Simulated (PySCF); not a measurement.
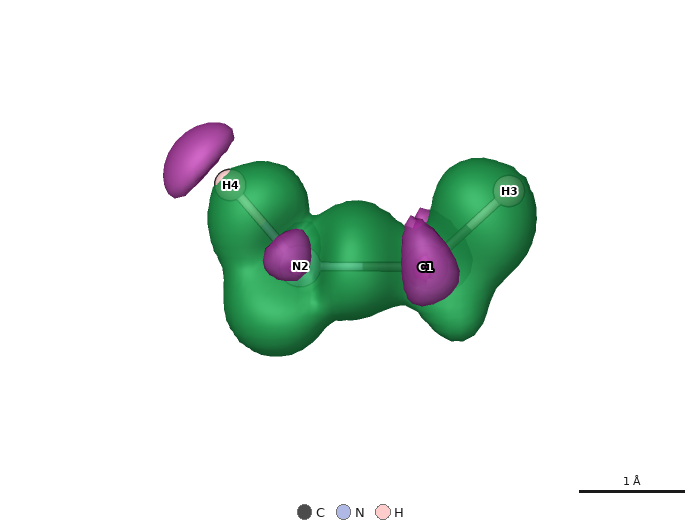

CH2N, doublet, SMILES `[CH]=N`. Deformation density (molecule less spherical, spin-averaged free atoms at the same positions), surfaces at ±0.1 e/Å³; green: gain, purple: loss.

Computed with PySCF, HF/def2-TZVP, geometry: GFN2-xTB. No frequency check shows the geometry to be a minimum. The stability of the open-shell solution wasn't checked. GFN2-xTB doesn't know the spin state, so this open-shell geometry is rough.

Input script:

```python
import numpy as np
from pyscf import gto, scf, dft
from pyscf.scf import atom_ks, atom_hf
from scipy.linalg import block_diag

def solve(mol, dm0=None, hcore=None):
    mf = scf.UHF(mol) if mol.spin else scf.RHF(mol)
    mf = mf.density_fit(auxbasis='def2-universal-jkfit')
    mf.conv_tol, mf.max_cycle = 1e-8, 80
    if hcore is not None:
        mf.get_hcore = lambda *args: hcore
    mf.kernel(dm0)
    if not mf.converged:
        mf = mf.newton().run(mf.mo_coeff, mf.mo_occ, max_cycle=30)
    assert mf.converged, 'SCF not converged'
    return mf

mol = gto.M(atom='''
C     -0.63550     0.10798     0.00000
N      0.57426     0.09358     0.00000
H     -1.44014    -0.61437     0.00000
H      1.23328    -0.68858     0.00000
''', basis='def2-tzvp', charge=0, spin=1, verbose=4)
mf = solve(mol)
mf.analyze()
# spherically averaged free atoms, for the promolecule
atm = scf.atom_hf.get_atm_nrhf(mol)
pro = block_diag(*[(atm[a[0]][2] * atm[a[0]][3]) @ atm[a[0]][2].T for a in mol._atom])
np.savez('result.npz', e=mf.e_tot, c=mf.mo_coeff, occ=mf.mo_occ, eps=mf.mo_energy, pro=pro, dip=mf.dip_moment(verbose=0), s2=mf.spin_square()[0])
```

Run with:

```sh
OMP_NUM_THREADS=1 python input.py
```

The run took 1.2 s on 1 thread of AMD EPYC 7R43 64-Core Processor (Zen 3) (shared host), peak memory 0.21 GiB.

Partitions, critical points and surface values were worked out afterwards from this run's density.

Question: Describe the bonding that the map shows.

Answer: C1–N2: +0.91 e/Å³ at the bond critical point (bond length 1.21 Å, Mayer order 2.2). C1–H3: +0.76 e/Å³ at the bond critical point (bond length 1.08 Å, Mayer order 0.9). N2–H4: +0.70 e/Å³ at the bond critical point (bond length 1.02 Å, Mayer order 0.9). In all, 1.0 electrons gather in the regions of gain relative to the promolecule.
